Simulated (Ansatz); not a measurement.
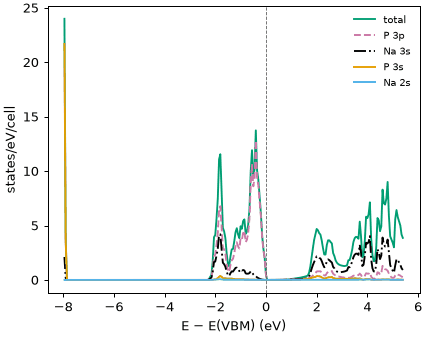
Figure. Total and projected density of states of Na3P in space group P6_3/mmc (No. 194; Na on 2b, Na on 4f, P on 2c), PBEsol in the plane-wave PAW code Ansatz

Question: Which orbitals carry the states next to the gap?

Answer: Top 1 eV of the valence band: P 3p 89 %, Na 3s 7 %. Bottom 1 eV of the conduction band: Na 3s 41 %, P 3p 31 %, P 3s 23 %. Projections are on Löwdin-orthogonalised atomic valence shells; empty p or d shells of many metals are not among them.

The first step of the workflow began from a Materials Project structure, measured or hypothetical; the Crystallography Open Database files this formula in space group No. 194, but the cells were not matched. Whether it is the stable phase at ambient conditions was not checked. The cell was relaxed with PBEsol under the symmetry of its start; its stability against distortions is not shown here.

Potentials: the later of the program's two PAW sets.
